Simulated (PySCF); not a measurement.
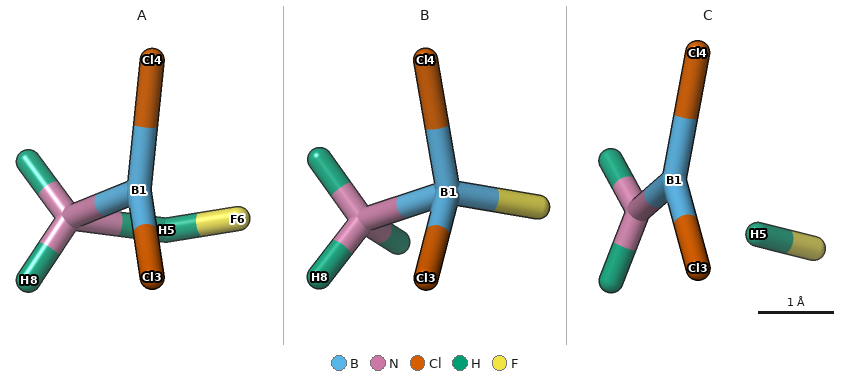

Three geometries of BNH₃Cl₂F: a saddle point and the two relaxed ends that it joins, in shuffled order. A stick model, seen from a free direction. Sticks join atoms that are closer than about 1.2 times the sum of their covalent radii (a little more with hydrogen).

Stationary points at PBE0-D4/def2-TZVP, single-point energies with CCSD(T)/CBS, SPW92 (LDA), BHLYP-D4, B3LYP-D4 (def2-TZVPP where no basis is named; PySCF 2.14.0). The energies are electronic, without zero-point or thermal terms, and both ends are the relaxed geometries reached downhill from the saddle, with any fragments still in contact. CCSD(T)/CBS stands for a frozen-core estimate: MP2 correlation extrapolated from def2-TZVPP and def2-QZVPP, CCSD(T) minus MP2 from the smaller set.

### Identify the saddle point and describe the reaction.

Frame A is the saddle point. Counted by bonded pieces, C holds BH₂NCl₂ + HF and B holds BH₃NCl₂F. From C over the saddle to B, bonds form: B–F (3.42 → 1.80 → 1.36 Å), H–N (1.88 → 1.39 → 1.02 Å). A bond breaks: F–H (0.94 → 1.08 → 2.36 Å). The saddle has one imaginary mode, 799i cm⁻¹. The end B keeps a soft imaginary mode of 179i cm⁻¹, so it isn't quite a minimum. With CCSD(T)/CBS the barrier is 19.3 kcal/mol from C and 40.7 kcal/mol from B, and B lies 21.3 kcal/mol below C.

```csv
level,barrier from C (kcal/mol),barrier from B (kcal/mol),B less C (kcal/mol)
CCSD(T)/CBS,19.3,40.7,−21.3
SPW92 (LDA),7.6,32.2,−24.6
BHLYP-D4,21.6,43.4,−21.8
B3LYP-D4,19.4,38.9,−19.5
```

Against CCSD(T)/CBS, B3LYP-D4 comes closest on the barrier from C (+0.1 kcal/mol) and SPW92 (LDA) misses most (−11.7 kcal/mol).
